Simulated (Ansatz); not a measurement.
```xyz
7

Ge    0.2325    0.1235    0.1158
H     0.7066    0.3643    1.5480
F     1.5764   -0.3120   -0.8935
F    -0.5152    1.4571   -0.6923
F    -0.8492   -1.2620   -0.0801
F    -1.9980    0.2030    1.5745
H    -2.0394   -0.5739    1.0310
```

All numbers below come from RKS PBE/def2-SVP (Ansatz 0.2.0).

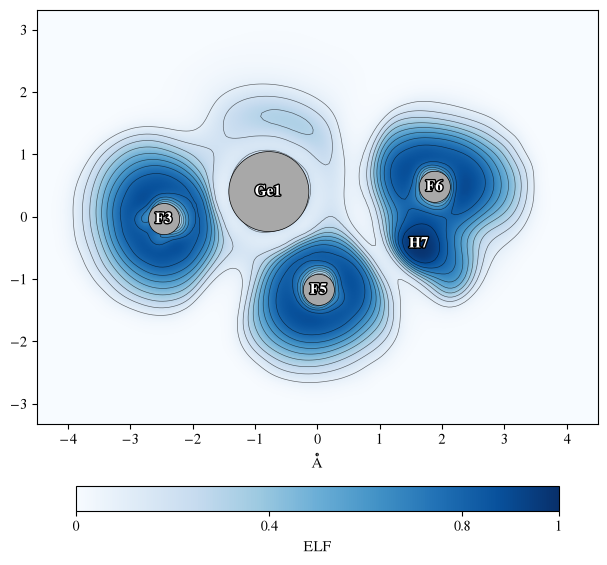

F3GeH···HF. ELF on the plane of atoms F3, Ge1 and F5. Grey discs cover the atomic cores.

Q: Describe what can be read from this map.

A: Atoms in the plane: Ge, F and H.
F5···H7 (1.77 Å): the ELF dips to about 0.10 between them; a closed-shell contact with the geometry of a hydrogen bond.
Ge–F (1.74 Å): the ELF peaks at about 0.80 in the valence shell of F, 0.5 Å from its nucleus, and is about 0.25 at the midpoint.
F–H (0.95 Å): the ELF climbs to about 1 towards the hydrogen, as it does in any bond to H: an ordinary covalent bond to hydrogen.
The ELF also peaks beside F5, F3 and F6, away from the bonds: lone-pair regions.
